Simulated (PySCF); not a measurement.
**BSi2H5ClOF: geometry relaxation**

- system: BSi2H5ClOF
- method: PBE0-D3(BJ)/def2-SVP geometry optimisation, gas phase (PySCF 2.14.0)

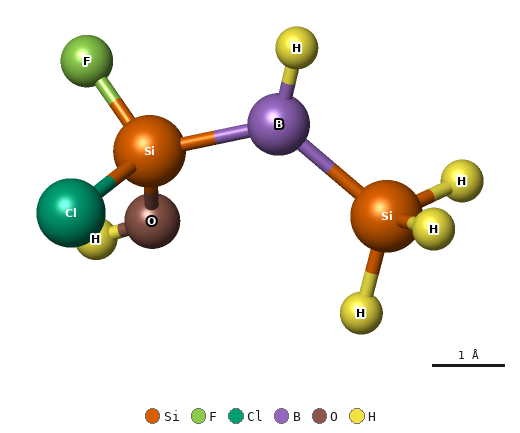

**Figure 1.** The input geometry (ball-and-stick view, seen at a tilt). Bond lengths as drawn: B–H 1.18 Å, B–Si 1.93 to 1.99 Å, Cl–Si 2.03 Å, F–Si 1.60 Å, H–O 0.95 Å, H–Si 1.46 to 1.49 Å and O–Si 1.62 Å.

### Results in brief

- outcome: converged
- total energy: −1241.144957 hartree
- dipole moment: 1.03 D
- point group: C1
- hardware: 1 CPU thread, shared host
- wall time: 1.9 min
- peak memory: 0.63 GiB

### Input
```
{"job": {"xc": "PBE0", "basis": "def2-SVP", "d3": "d3bj", "grid": 2, "kind": "geom", "shake": 0.01}, "charge": 0, "multiplicity": 1}
Si     1.367680    -0.499465     0.391621
F      2.055408    -1.705269     1.185818
Cl     2.603716     1.077374     0.743069
B     -0.462324    -0.103466     0.867379
Si    -1.787324     0.735649    -0.356525
O      1.436227    -0.909923    -1.172043
H     -0.851962    -0.393199     1.947935
H     -1.261134     1.176827    -1.659715
H     -2.919417    -0.148732    -0.616829
H     -2.388681     1.945768     0.261317
H      2.240498    -1.204065    -1.581727
```

The first line tells a small driver script what to run in PySCF; the rest is the geometry in Å.

Launch command:
```bash
OMP_NUM_THREADS=1 python <driver script> task.json out
```

### Log
```
step   0  E = -1241.13847725  max force = 0.015151
step   1  E = -1241.14437185  max force = 0.004593
step   2  E = -1241.14459614  max force = 0.001458
step   3  E = -1241.14466666  max force = 0.001173
step   4  E = -1241.14469991  max force = 0.001856
step   5  E = -1241.14475018  max force = 0.002172
step   6  E = -1241.14478427  max force = 0.001426
step   7  E = -1241.14481538  max force = 0.000736
step   8  E = -1241.14483454  max force = 0.001205
step   9  E = -1241.14485624  max force = 0.001940
step  10  E = -1241.14488674  max force = 0.001949
step  11  E = -1241.14492109  max force = 0.001225
step  12  E = -1241.14494131  max force = 0.000706
step  13  E = -1241.14495068  max force = 0.000500
step  14  E = -1241.14495652  max force = 0.000432
optimisation converged
```

### Trajectory as extended XYZ (Å, eV, eV/Å), 10 of the 15 frames kept, from step=0 to step=14
```
11
Properties=species:S:1:pos:R:3:forces:R:3 step=0 energy=-33773.09821
Si    1.3677   -0.4995    0.3916    0.6016  -0.0733  -0.2867
F     2.0554   -1.7053    1.1858    0.2519  -0.6987   0.6739
Cl    2.6037    1.0774    0.7431    0.2134   0.6754   0.2340
B    -0.4623   -0.1035    0.8674   -0.6265   0.1602   0.0374
Si   -1.7873    0.7357   -0.3565    0.1877   0.5924  -0.1075
O     1.4362   -0.9099   -1.1720   -0.7791   0.0505  -0.7702
H    -0.8520   -0.3932    1.9479   -0.1666  -0.0990   0.5626
H    -1.2611    1.1768   -1.6597    0.2305   0.0365  -0.3576
H    -2.9194   -0.1487   -0.6168   -0.4833  -0.6382  -0.0480
H    -2.3887    1.9458    0.2613   -0.0199   0.2036   0.2811
H     2.2405   -1.2041   -1.5817    0.5903  -0.2094  -0.2191
11
Properties=species:S:1:pos:R:3:forces:R:3 step=2 energy=-33773.26471
Si    1.4774   -0.5130    0.2431   -0.0105   0.0405   0.0750
F     2.2165   -1.6780    1.0953    0.0255   0.0060  -0.0379
Cl    2.5224    1.2310    0.6653   -0.0549  -0.0678  -0.0090
B    -0.3706   -0.0539    0.7942   -0.0133  -0.0032  -0.0321
Si   -1.6624    0.8834   -0.4312    0.0311   0.0103   0.0393
O     1.5681   -0.9020   -1.3489    0.0162  -0.0185  -0.0416
H    -0.7283   -0.2899    1.9232    0.0260   0.0223   0.0100
H    -1.0930    1.2930   -1.7485   -0.0011   0.0038  -0.0028
H    -2.7789   -0.0910   -0.6701   -0.0016  -0.0001  -0.0105
H    -2.2370    2.0864    0.2506   -0.0122  -0.0006  -0.0076
H     2.4115   -1.1900   -1.7138   -0.0052   0.0072   0.0171
11
Properties=species:S:1:pos:R:3:forces:R:3 step=3 energy=-33773.26663
Si    1.4685   -0.5206    0.2397    0.0049  -0.0603  -0.0181
F     2.2304   -1.6830    1.0738    0.0044  -0.0103   0.0047
Cl    2.5007    1.2248    0.6599   -0.0086   0.0339   0.0192
B    -0.3732   -0.0601    0.8027    0.0058   0.0056   0.0000
Si   -1.6552    0.8867   -0.4224   -0.0075   0.0165  -0.0063
O     1.5575   -0.9049   -1.3545   -0.0324   0.0077  -0.0193
H    -0.7201   -0.2852    1.9370    0.0130   0.0137   0.0077
H    -1.0790    1.2936   -1.7378    0.0074   0.0040   0.0038
H    -2.7741   -0.0824   -0.6728    0.0012  -0.0066  -0.0017
H    -2.2338    2.0919    0.2511   -0.0055   0.0007   0.0070
H     2.4040   -1.1846   -1.7175    0.0175  -0.0051   0.0030
11
Properties=species:S:1:pos:R:3:forces:R:3 step=5 energy=-33773.26890
Si    1.4525   -0.5527    0.2171   -0.0400  -0.1117  -0.0832
F     2.2446   -1.7156    1.0217   -0.0148   0.0006   0.0158
Cl    2.4531    1.2059    0.6545    0.0383   0.0759   0.0179
B    -0.3663   -0.0641    0.8167    0.0168   0.0131   0.0252
Si   -1.6419    0.9077   -0.3953   -0.0158  -0.0005  -0.0234
O     1.5274   -0.9180   -1.3840    0.0120   0.0253   0.0391
H    -0.6808   -0.2619    1.9652   -0.0041   0.0012   0.0026
H    -1.0520    1.3275   -1.7008    0.0047   0.0097   0.0059
H    -2.7528   -0.0645   -0.6724    0.0071  -0.0042   0.0040
H    -2.2356    2.1028    0.2818    0.0009  -0.0015   0.0110
H     2.3775   -1.1909   -1.7452   -0.0052  -0.0080  -0.0149
11
Properties=species:S:1:pos:R:3:forces:R:3 step=6 energy=-33773.26983
Si    1.4437   -0.5736    0.2005   -0.0445  -0.0734  -0.0713
F     2.2419   -1.7399    0.9939   -0.0155   0.0063   0.0100
Cl    2.4372    1.1901    0.6495    0.0357   0.0443   0.0043
B    -0.3586   -0.0602    0.8225    0.0094   0.0091   0.0216
Si   -1.6358    0.9244   -0.3780   -0.0040  -0.0072  -0.0125
O     1.5117   -0.9275   -1.4035    0.0358   0.0219   0.0509
H    -0.6546   -0.2453    1.9780   -0.0054  -0.0022   0.0005
H    -1.0413    1.3628   -1.6753    0.0003   0.0106   0.0047
H    -2.7353   -0.0562   -0.6721    0.0069  -0.0014   0.0022
H    -2.2436    2.1059    0.3099    0.0006  -0.0027   0.0062
H     2.3602   -1.2045   -1.7661   -0.0192  -0.0053  -0.0166
11
Properties=species:S:1:pos:R:3:forces:R:3 step=8 energy=-33773.27120
Si    1.4264   -0.6118    0.1661    0.0177   0.0620   0.0174
F     2.2143   -1.7933    0.9456   -0.0039  -0.0001  -0.0040
Cl    2.4447    1.1452    0.6256   -0.0042  -0.0490  -0.0194
B    -0.3381   -0.0400    0.8341   -0.0211  -0.0108  -0.0052
Si   -1.6232    0.9647   -0.3400    0.0128  -0.0026   0.0153
O     1.4779   -0.9470   -1.4401    0.0152  -0.0038   0.0086
H    -0.6024   -0.2132    1.9992    0.0039  -0.0007  -0.0013
H    -1.0238    1.4645   -1.6127   -0.0022   0.0049   0.0012
H    -2.6837   -0.0436   -0.6817    0.0014   0.0014  -0.0047
H    -2.2776    2.1014    0.3790   -0.0046  -0.0018  -0.0043
H     2.3112   -1.2508   -1.8158   -0.0150   0.0006  -0.0037
11
Properties=species:S:1:pos:R:3:forces:R:3 step=9 energy=-33773.27179
Si    1.4216   -0.6208    0.1553    0.0550   0.0998   0.0529
F     2.1965   -1.8132    0.9306    0.0029  -0.0082  -0.0049
Cl    2.4717    1.1210    0.6068   -0.0202  -0.0662  -0.0174
B    -0.3291   -0.0278    0.8407   -0.0299  -0.0205  -0.0157
Si   -1.6174    0.9821   -0.3240    0.0083   0.0050   0.0166
O     1.4588   -0.9534   -1.4503   -0.0205  -0.0148  -0.0271
H    -0.5854   -0.2044    2.0071    0.0081   0.0036   0.0006
H    -1.0151    1.5159   -1.5815    0.0009   0.0012   0.0005
H    -2.6541   -0.0407   -0.6950   -0.0004   0.0005  -0.0057
H    -2.3013    2.0931    0.4071   -0.0059  -0.0014  -0.0047
H     2.2794   -1.2757   -1.8375    0.0017   0.0009   0.0048
11
Properties=species:S:1:pos:R:3:forces:R:3 step=11 energy=-33773.27355
Si    1.4231   -0.6162    0.1492    0.0549   0.0509   0.0503
F     2.1713   -1.8322    0.9145    0.0087  -0.0132   0.0018
Cl    2.5532    1.0779    0.5606   -0.0139  -0.0175   0.0040
B    -0.3172   -0.0074    0.8574   -0.0119  -0.0171  -0.0144
Si   -1.6069    1.0052   -0.3011   -0.0109   0.0081  -0.0025
O     1.4095   -0.9592   -1.4541   -0.0630  -0.0145  -0.0559
H    -0.5709   -0.2009    2.0215    0.0054   0.0092   0.0041
H    -0.9897    1.6048   -1.5214    0.0067  -0.0015   0.0017
H    -2.5903   -0.0431   -0.7411   -0.0001  -0.0022  -0.0033
H    -2.3582    2.0634    0.4414   -0.0038  -0.0022   0.0017
H     2.2017   -1.3162   -1.8676    0.0279   0.0001   0.0126
11
Properties=species:S:1:pos:R:3:forces:R:3 step=12 energy=-33773.27410
Si    1.4270   -0.6080    0.1529    0.0120  -0.0060   0.0161
F     2.1755   -1.8270    0.9143    0.0040  -0.0026   0.0023
Cl    2.5701    1.0767    0.5495    0.0038   0.0134   0.0077
B    -0.3174   -0.0068    0.8624    0.0044  -0.0033  -0.0021
Si   -1.6056    1.0037   -0.3003   -0.0115   0.0001  -0.0092
O     1.3943   -0.9587   -1.4499   -0.0363  -0.0052  -0.0290
H    -0.5733   -0.2036    2.0254    0.0004   0.0059   0.0023
H    -0.9793    1.6163   -1.5095    0.0047   0.0004   0.0025
H    -2.5755   -0.0491   -0.7592    0.0012  -0.0020  -0.0019
H    -2.3740    2.0507    0.4408   -0.0021  -0.0027   0.0035
H     2.1838   -1.3180   -1.8672    0.0194   0.0020   0.0077
11
Properties=species:S:1:pos:R:3:forces:R:3 step=14 energy=-33773.27452
Si    1.4277   -0.6037    0.1535   -0.0190  -0.0222  -0.0134
F     2.1876   -1.8192    0.9095   -0.0027   0.0062  -0.0004
Cl    2.5675    1.0853    0.5395    0.0076   0.0113  -0.0001
B    -0.3164   -0.0076    0.8692    0.0050   0.0047   0.0057
Si   -1.6052    0.9978   -0.2986   -0.0020  -0.0069  -0.0021
O     1.3789   -0.9599   -1.4497    0.0158   0.0019   0.0146
H    -0.5693   -0.2002    2.0336   -0.0004   0.0012  -0.0006
H    -0.9667    1.6298   -1.4915   -0.0006   0.0019   0.0011
H    -2.5552   -0.0619   -0.7825    0.0018  -0.0007  -0.0020
H    -2.3960    2.0278    0.4426   -0.0016  -0.0026  -0.0001
H     2.1725   -1.3122   -1.8664   -0.0039   0.0052  -0.0029
```

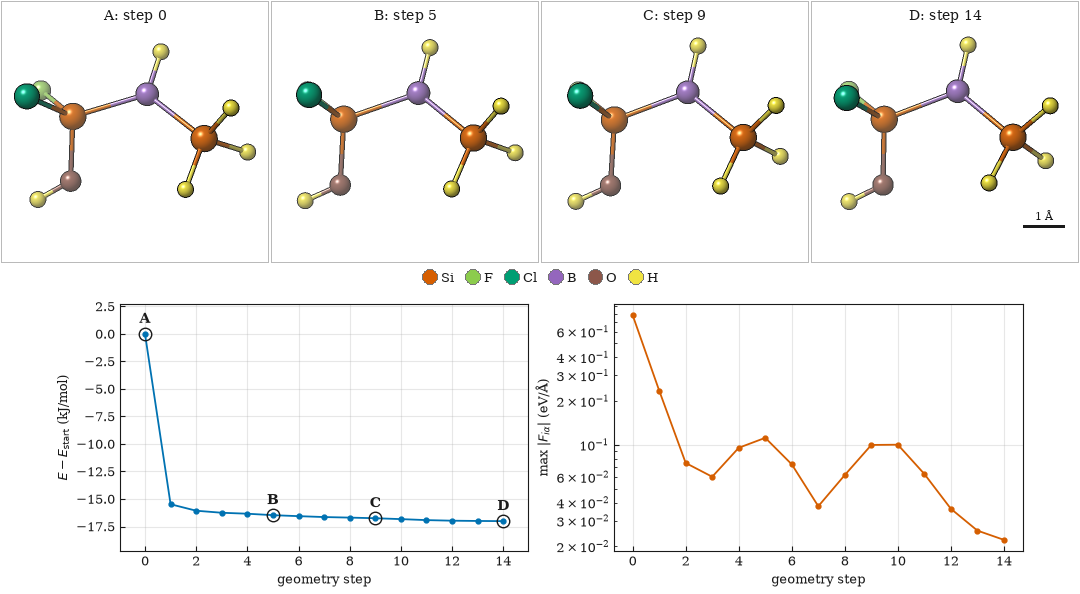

**Figure 2.** Frames of the relaxation (ball-and-stick view, seen at a tilt) above the curves, on which the letters mark them (steps are counted from 0).

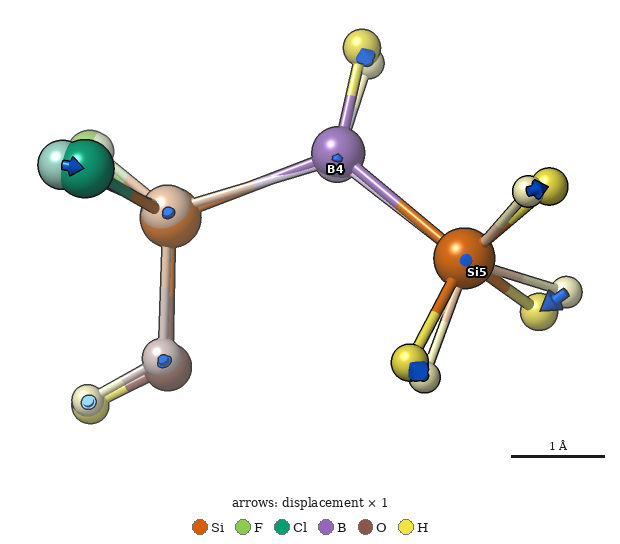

**Figure 3.** Start (faint) and end (solid) with the displacements as blue arrows, at true length (ball-and-stick view, seen at a tilt). The two geometries are laid on each other by the best rigid fit. After 14 geometry steps the energy has fallen by 17.0 kJ/mol. The largest force component goes from 0.78 to 0.022 eV/Å. The largest move after the best rigid fit is that of H9, 0.38 Å. Largest moves by element: H 0.38 Å, Cl 0.26 Å, O 0.16 Å, Si 0.12 Å, B 0.08 Å, F 0.06 Å. Distances before and after: Si1–B4 1.932 → 1.977 Å, Si5–H9 1.460 → 1.503 Å, Si1–Cl3 2.034 → 2.074 Å, Si1–O6 1.618 → 1.643 Å. Among the angles that change: Cl3–Si1–B4 112.0° → 99.9°, B4–Si5–H9 111.8° → 103.9°, Si1–B4–Si5 124.5° → 120.4°. (Atoms are counted from 1 in the order of the input.)
